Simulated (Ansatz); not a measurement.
Run report: C₂H₇BOSi, nudged elastic band (part 2 of 2)

C₂H₇BOSi; RKS BLYP-D4/def2-SVP (Ansatz 0.2.0). It belongs to a series of runs on one base structure; here: band between the two ends.

Geometry of the input (Å):
```
B  -0.7636  1.4962  0.3322
C  -0.1004  0.5408  1.3591
Si 0.8540  -0.5093  0.0908
C  0.0362  -1.1967  -1.4178
O  0.2460  -2.0748  -0.2319
H  -1.8644  1.2591  -0.1174
H  -0.1504  2.4538  -0.0957
H  -0.7739  -0.1470  1.9060
H  0.6619  0.9896  2.0262
H  2.3343  -0.3489  0.1308
H  -1.0314  -1.0167  -1.6458
H  0.6288  -1.5014  -2.3024
```

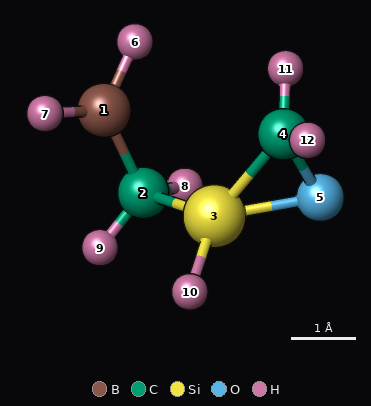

**Figure 1.** The structure as given in the input (ball-and-stick view, seen at a tilt; atoms are numbered from 1 in the order of the input).

The last band as extended XYZ (Å, eV, eV/Å):
```
12
Properties=species:S:1:pos:R:3:forces:R:3 image=0 energy=-12780.04745
B    -0.7636    1.4962    0.3322   -0.0039  -0.0073   0.0139
C    -0.1004    0.5408    1.3591    0.0026  -0.0021  -0.0136
Si    0.8540   -0.5093    0.0908    0.0016   0.0111   0.0060
C     0.0362   -1.1967   -1.4178    0.0009   0.0083  -0.0085
O     0.2460   -2.0748   -0.2319   -0.0028  -0.0150   0.0044
H    -1.8644    1.2591   -0.1174   -0.0012  -0.0008  -0.0010
H    -0.1504    2.4538   -0.0957    0.0041   0.0083  -0.0060
H    -0.7739   -0.1470    1.9060   -0.0004   0.0001   0.0014
H     0.6619    0.9896    2.0262    0.0003   0.0017   0.0011
H     2.3343   -0.3489    0.1308   -0.0007  -0.0018   0.0018
H    -1.0314   -1.0167   -1.6458    0.0009  -0.0017   0.0002
H     0.6288   -1.5014   -2.3024   -0.0015  -0.0010   0.0002
12
Properties=species:S:1:pos:R:3:forces:R:3 image=1 energy=-12780.00791
B    -0.8441    1.5078    0.3731    0.0209  -0.0087   0.0090
C    -0.1637    0.4932    1.3365   -0.0056   0.0142  -0.0060
Si    0.8543   -0.5272    0.0990   -0.0130   0.0085  -0.0052
C     0.1435   -1.1908   -1.4670   -0.0058  -0.0034   0.0084
O     0.3279   -2.1050   -0.2964   -0.0203   0.0145   0.0101
H    -2.0323    1.4634    0.1344    0.0128  -0.0795  -0.0877
H    -0.1697    2.3386   -0.2034    0.0054   0.0607   0.0655
H    -0.8362   -0.1674    1.9161    0.0081  -0.0001   0.0022
H     0.6037    0.9545    1.9916    0.0292  -0.0003   0.0225
H     2.3263   -0.3263    0.2249   -0.0067   0.0086  -0.0209
H    -0.9190   -1.0491   -1.7429   -0.0161   0.0007  -0.0057
H     0.7863   -1.4468   -2.3319   -0.0088  -0.0151   0.0080
12
Properties=species:S:1:pos:R:3:forces:R:3 image=2 energy=-12779.92839
B    -0.9248    1.5404    0.4056    0.0164  -0.0012   0.0100
C    -0.2243    0.4487    1.2755   -0.0111   0.0102   0.0057
Si    0.8805   -0.5450    0.1000   -0.0178   0.0071  -0.0111
C     0.2555   -1.2059   -1.4976   -0.0040  -0.0084   0.0069
O     0.4092   -2.1322   -0.3266   -0.0256   0.0133   0.0100
H    -2.1288    1.6902    0.4023   -0.0254  -0.0918  -0.1035
H    -0.2553    2.2643   -0.3056    0.0285   0.0870   0.0921
H    -0.9006   -0.2084    1.8561    0.0172   0.0110   0.0144
H     0.4975    0.9394    1.9662    0.0480  -0.0022   0.0119
H     2.3416   -0.3211    0.3101   -0.0117   0.0091  -0.0259
H    -0.8000   -1.0760   -1.8077   -0.0122  -0.0074  -0.0182
H     0.9264   -1.4496   -2.3441   -0.0022  -0.0269   0.0075
12
Properties=species:S:1:pos:R:3:forces:R:3 image=3 energy=-12779.84590
B    -0.9919    1.5540    0.4175    0.0001   0.0086   0.0094
C    -0.2736    0.4103    1.2134   -0.0021   0.0076   0.0056
Si    0.9157   -0.5548    0.1095   -0.0176   0.0001  -0.0148
C     0.3582   -1.2075   -1.5129    0.0032  -0.0135   0.0038
O     0.4827   -2.1461   -0.3457   -0.0203   0.0069   0.0049
H    -2.1333    1.8836    0.6667   -0.0522  -0.0665  -0.0635
H    -0.4003    2.1578   -0.4563    0.0418   0.0907   0.0826
H    -0.9637   -0.2526    1.7730    0.0134   0.0084   0.0317
H     0.3595    0.9354    1.9710    0.0356   0.0044  -0.0149
H     2.3640   -0.3164    0.3912   -0.0092   0.0021  -0.0209
H    -0.6902   -1.0771   -1.8488   -0.0002  -0.0127  -0.0261
H     1.0499   -1.4418   -2.3445    0.0076  -0.0362   0.0022
12
Properties=species:S:1:pos:R:3:forces:R:3 image=4 energy=-12779.78307
B    -1.0440    1.5525    0.4163   -0.0062   0.0108   0.0078
C    -0.2982    0.3935    1.1749   -0.0029   0.0039  -0.0021
Si    0.9510   -0.5457    0.1246   -0.0118  -0.0040  -0.0165
C     0.4465   -1.1891   -1.5174    0.0089  -0.0148   0.0028
O     0.5461   -2.1387   -0.3564   -0.0115   0.0052   0.0014
H    -2.0593    2.0347    0.8765   -0.0419  -0.0344  -0.0104
H    -0.6140    2.0107   -0.6242    0.0265   0.0737   0.0465
H    -1.0239   -0.2960    1.6595    0.0055   0.0049   0.0311
H     0.2214    0.8927    2.0313    0.0131   0.0102  -0.0164
H     2.3870   -0.2995    0.4609   -0.0030  -0.0022  -0.0145
H    -0.5943   -1.0583   -1.8774    0.0099  -0.0132  -0.0268
H     1.1587   -1.4121   -2.3344    0.0134  -0.0400  -0.0028
12
Properties=species:S:1:pos:R:3:forces:R:3 image=5 energy=-12779.76547
B    -1.0863    1.5403    0.4174   -0.0067   0.0131   0.0082
C    -0.3009    0.3989    1.1660    0.0008   0.0068  -0.0061
Si    0.9847   -0.5169    0.1416   -0.0001   0.0028  -0.0139
C     0.5201   -1.1527   -1.5154    0.0119  -0.0111   0.0036
O     0.5994   -2.1103   -0.3597   -0.0033   0.0093   0.0049
H    -1.9537    2.1602    1.0001    0.0053   0.0141   0.0292
H    -0.8647    1.8199   -0.7441   -0.0313   0.0197   0.0070
H    -1.0747   -0.3355    1.5023   -0.0034   0.0043  -0.0104
H     0.1035    0.7993    2.1243   -0.0116  -0.0108   0.0102
H     2.4099   -0.2694    0.5180    0.0071   0.0001  -0.0085
H    -0.5127   -1.0247   -1.8986    0.0165  -0.0084  -0.0203
H     1.2524   -1.3643   -2.3177    0.0148  -0.0399  -0.0039
12
Properties=species:S:1:pos:R:3:forces:R:3 image=6 energy=-12779.81451
B    -1.1280    1.5143    0.4334   -0.0040   0.0090   0.0132
C    -0.3178    0.3967    1.1768   -0.0042   0.0060  -0.0153
Si    1.0045   -0.4799    0.1590    0.0042   0.0102  -0.0113
C     0.5913   -1.1006   -1.5177    0.0137  -0.0061   0.0081
O     0.6499   -2.0713   -0.3715    0.0008   0.0156   0.0089
H    -1.7786    2.3300    1.0538    0.0501   0.0588   0.0349
H    -1.1651    1.5535   -0.7796   -0.0838  -0.0281  -0.0024
H    -1.1109   -0.3854    1.3252   -0.0013  -0.0007  -0.0451
H     0.0008    0.6850    2.1994   -0.0201  -0.0310   0.0297
H     2.4136   -0.2253    0.5839    0.0110   0.0073  -0.0014
H    -0.4314   -0.9788   -1.9275    0.0173  -0.0057  -0.0167
H     1.3488   -1.2934   -2.3012    0.0163  -0.0353  -0.0025
12
Properties=species:S:1:pos:R:3:forces:R:3 image=7 energy=-12779.88361
B    -1.1668    1.4711    0.4424    0.0004  -0.0033   0.0141
C    -0.3908    0.3461    1.1991   -0.0216  -0.0025  -0.0192
Si    0.9941   -0.4414    0.1777   -0.0027   0.0146  -0.0066
C     0.6563   -1.0312   -1.5276    0.0082  -0.0019   0.0021
O     0.6978   -2.0259   -0.4029    0.0035   0.0151   0.0050
H    -1.5321    2.4879    0.9947    0.0801   0.0602   0.0044
H    -1.4456    1.3221   -0.7297   -0.0881  -0.0272   0.0173
H    -1.1201   -0.5024    1.2398    0.0013  -0.0202  -0.0216
H    -0.0859    0.5908    2.2349   -0.0145  -0.0217   0.0206
H     2.3788   -0.1636    0.6614   -0.0020   0.0182   0.0057
H    -0.3541   -0.9199   -1.9685    0.0174  -0.0094  -0.0191
H     1.4455   -1.1888   -2.2872    0.0180  -0.0218  -0.0027
12
Properties=species:S:1:pos:R:3:forces:R:3 image=8 energy=-12779.95688
B    -1.1907    1.4009    0.4332    0.0087  -0.0275   0.0138
C    -0.4886    0.2630    1.2315   -0.0180   0.0188  -0.0169
Si    0.9645   -0.4003    0.2016   -0.0072   0.0192   0.0055
C     0.7096   -0.9393   -1.5378   -0.0026   0.0037  -0.0116
O     0.7404   -1.9681   -0.4486    0.0046   0.0093  -0.0005
H    -1.2448    2.5415    0.8436    0.1000   0.0366  -0.0241
H    -1.6853    1.1538   -0.6470   -0.0825  -0.0179   0.0278
H    -1.1370   -0.6411    1.2422   -0.0168  -0.0410   0.0050
H    -0.1615    0.5144    2.2588   -0.0096  -0.0120   0.0092
H     2.3216   -0.0918    0.7393   -0.0136   0.0227   0.0088
H    -0.2857   -0.8429   -2.0145    0.0203  -0.0088  -0.0167
H     1.5344   -1.0452   -2.2682    0.0166  -0.0030  -0.0004
12
Properties=species:S:1:pos:R:3:forces:R:3 image=9 energy=-12780.02011
B    -1.1957    1.3011    0.4062    0.0079  -0.0258   0.0100
C    -0.5755    0.1711    1.2722   -0.0088   0.0173  -0.0155
Si    0.9262   -0.3709    0.2342   -0.0086   0.0082   0.0060
C     0.7481   -0.8234   -1.5445   -0.0023   0.0057  -0.0063
O     0.7770   -1.9033   -0.5123    0.0047   0.0057  -0.0045
H    -0.9698    2.4711    0.6397    0.0709   0.0018  -0.0324
H    -1.8709    1.0230   -0.5622   -0.0527  -0.0048   0.0243
H    -1.1823   -0.7561    1.3066   -0.0195  -0.0271   0.0162
H    -0.2192    0.4598    2.2801   -0.0017  -0.0009   0.0049
H     2.2571   -0.0312    0.8135   -0.0114   0.0134   0.0077
H    -0.2278   -0.7408   -2.0606    0.0112  -0.0033  -0.0112
H     1.6096   -0.8556   -2.2390    0.0102   0.0098   0.0010
12
Properties=species:S:1:pos:R:3:forces:R:3 image=10 energy=-12780.04751
B    -0.7741    1.4932    0.3358    0.0040  -0.0013   0.0053
C    -0.0982    0.5405    1.3573   -0.0051   0.0014  -0.0048
Si    0.8576   -0.5089    0.0900   -0.0036  -0.0037  -0.0038
C     0.0427   -1.1934   -1.4215    0.0006  -0.0031   0.0124
O     0.2478   -2.0737   -0.2346    0.0017   0.0084  -0.0067
H    -0.1720    2.4588   -0.0914   -0.0009  -0.0020  -0.0009
H    -1.8743    1.2468   -0.1105    0.0007  -0.0003   0.0000
H    -0.7657   -0.1504    1.9078    0.0016   0.0009   0.0003
H     0.6632    0.9950    2.0217    0.0009   0.0010   0.0005
H     2.3382   -0.3513    0.1354   -0.0020  -0.0011   0.0003
H    -1.0243   -1.0118   -1.6512    0.0020  -0.0006  -0.0019
H     0.6360   -1.5000   -2.3048    0.0000   0.0003  -0.0007
```

Summary:

- outcome: converged
- barrier, forward: 0.282 eV
- barrier, backward: 0.282 eV
- wall time: 12 min (CPU time 23 min)
- peak memory: 0.15 GiB

Remarks:

The order of the saddle point was not checked.
